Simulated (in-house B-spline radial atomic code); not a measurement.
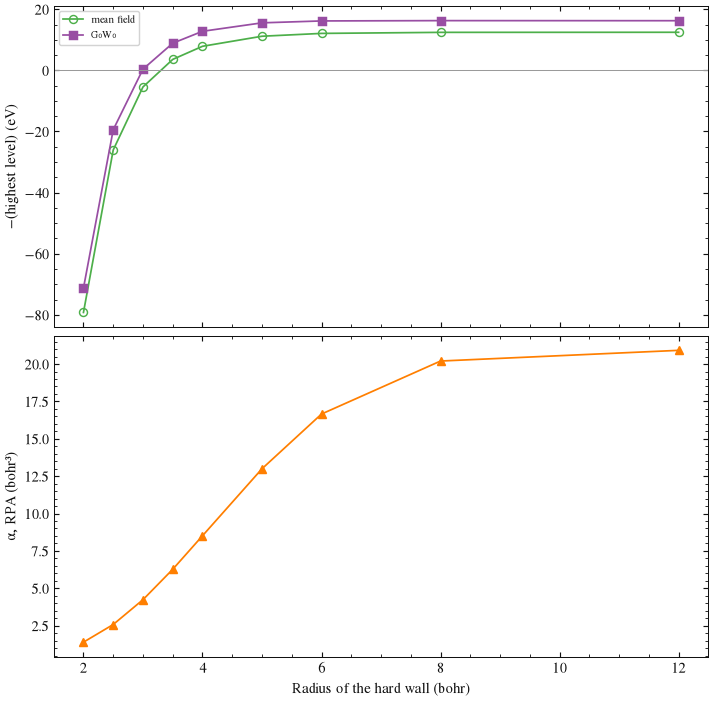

Mn⁺ ([Ar] 3d⁵ 4s) confined in a hard spherical wall, PBE start. All-electron spherical atom, non-relativistic, no spin-orbit coupling, Breit or QED terms; computed with a B-spline radial code.

Q: What does confinement do?

A: As the wall closes from 12 to 2 bohr, the mean-field binding energy of 4s↑ goes from 12.46 to −79.21 eV, so the level rises above zero, and the G₀W₀ value from 16.24 (at 12 bohr) to −71.25 eV (at 2 bohr). The RPA-screened polarisability falls from 20.9 to 1.40 bohr³, and the RPA correlation energy goes from −1.618 to −1.654 hartree.
